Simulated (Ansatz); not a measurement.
# ClH3Si···CH5N: what the fields show

```xyz
12

Si   -0.6908    1.3616    1.0016
N     0.0437   -0.9395    0.0732
C     0.6038   -0.9147   -1.2775
H    -1.2366    1.3466   -0.3973
H    -1.1105    2.7085    1.5562
H    -1.2830    0.3680    1.9599
H     0.7482   -1.2504    0.7550
Cl    1.4106    1.5575    1.1295
H    -0.7433   -1.5989    0.1380
H     1.4509   -0.2006   -1.2973
H    -0.1608   -0.5394   -1.9880
H     0.9677   -1.8987   -1.6534
```

Method: RKS PBE/def2-SVP (Ansatz 0.2.0).

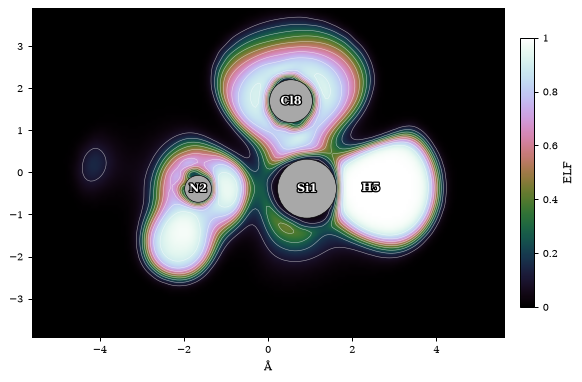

Figure 1. ELF on the plane of atoms H5, Si1 and Cl8. Grey discs cover the atomic cores.

> Read the bonding off the picture.

- The plane passes through Si, N, H and Cl nuclei.
- Si1···N2 (2.59 Å): the ELF peaks at about 0.95 in the valence shell of N, 0.7 Å from its nucleus, and is about 0.35 at the midpoint.
- Si–Cl (2.11 Å): the ELF peaks at about 0.90 between the atoms (a polar covalent bond).
- Si–H (1.52 Å): the ELF climbs to about 1 towards the hydrogen, as it does in any bond to H.
- The ELF also peaks beside Cl8, away from the bonds: lone-pair regions.

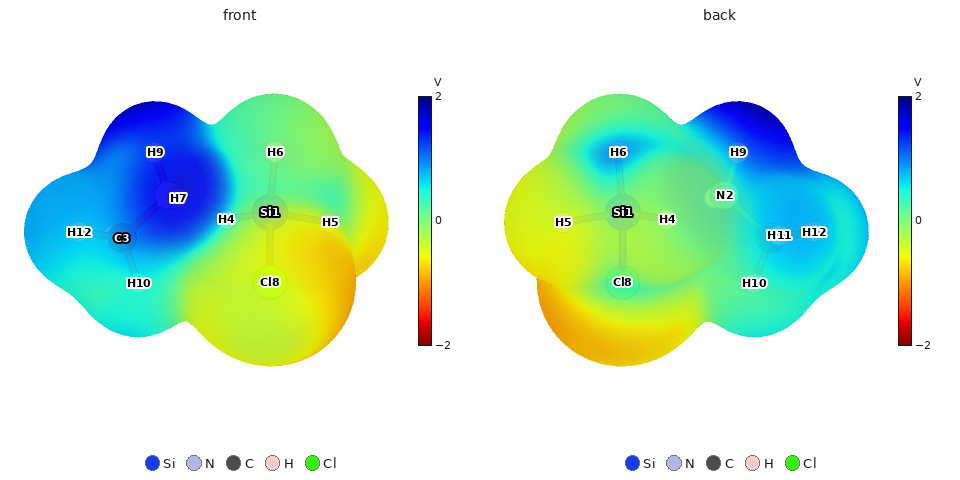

Figure 2. The electrostatic potential painted on the density surface at 0.002 e/bohr³, seen from the front and from behind; red is negative and blue positive.

> Describe the electrostatic potential map.

The most negative region (about −0.9 V, or −21 kcal/mol for a unit charge) lies over Cl8, the most positive (about +1.8 V, or +42 kcal/mol for a unit charge) over H9.

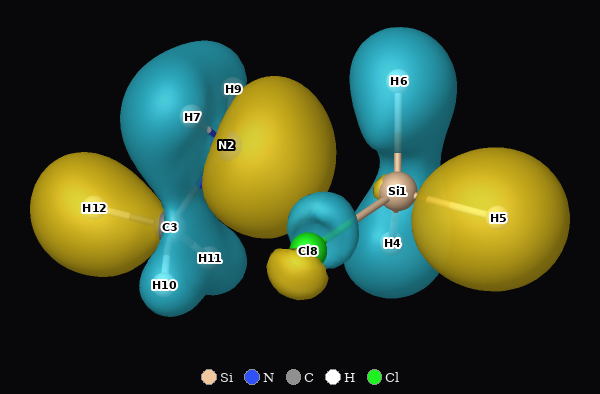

Figure 3. The HOMO at ±0.08 Å⁻³ᐟ² (yellow and cyan are the two phases), seen at a tilt.

> Where does this orbital lie, and at what energy?

Its weight (Hirshfeld) is mainly on N2 (about 50 %), Si1 (about 10 %), H5 (about 10 %) and C3 (about 5 %). Its energy is −5.94 eV.
